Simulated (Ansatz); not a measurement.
Take TiSi$_{2}$ (space group Cmcm, No. 63; a = 3.5459 Å, b = 13.5650 Å, c = 3.5797 Å) as the base.

Structures relaxed with PBE, PAW, 420 eV (Ansatz, a quantum-chemistry and plane-wave program; no SOC), earlier PAW set.

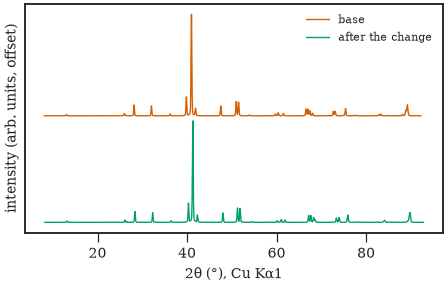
Simulated powder patterns before (top) and after one change

**Question.** Which of these changes matches the shifts?
A. pressure 30 GPa
B. pressure −1 GPa
C. pressure 3 GPa
D. pressure −2 GPa

**Answer.** C, pressure 3 GPa. Its volume per atom is 14.03 Å³ against 14.35 Å³, and its space group is Cmcm (No. 63).

Load acts through the strain it causes; cell and atoms are relaxed under it. Whether these cells are dynamically stable was not tested. Competing high-pressure phases were not computed. The final runs are not spin-polarised.
